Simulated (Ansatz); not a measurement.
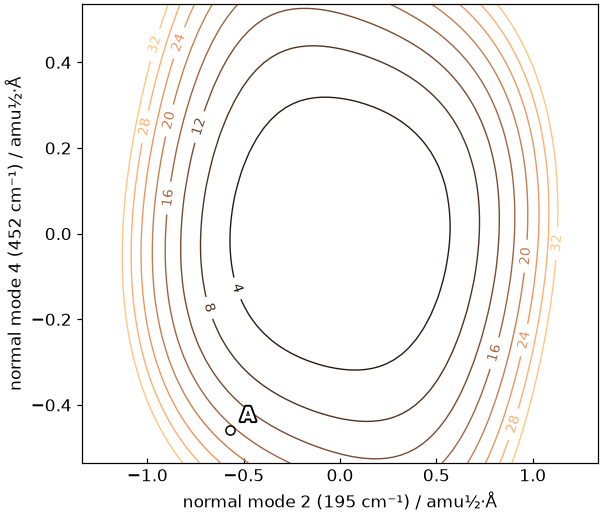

CHAlClN, SMILES N#[C][AlH][Cl]. First axis: normal mode 2 (195 cm⁻¹). Second axis: normal mode 4 (452 cm⁻¹). Nothing is relaxed (straight displacements along the two mass-weighted modes). The grid has 15 × 15 points; 173 points were computed and 52 follow by symmetry. Points are written as (first, second). Energies are in kJ/mol, from the lowest grid point. Theory: RKS SPW92 (LDA)/def2-TZVP in Ansatz.

In the figure: contour lines labelled in kJ/mol (none above 32), the point A. Between grid points the surface is interpolated.

Question: Is A at rest? If not, where is it pushed?

Answer: A, at (−0.573 amu½·Å, −0.459 amu½·Å), is not a stationary point. The computed force is 26 kJ/mol for each amu½·Å towards larger values of normal mode 2 (195 cm⁻¹) and 66 kJ/mol for each amu½·Å towards larger values of normal mode 4 (452 cm⁻¹).
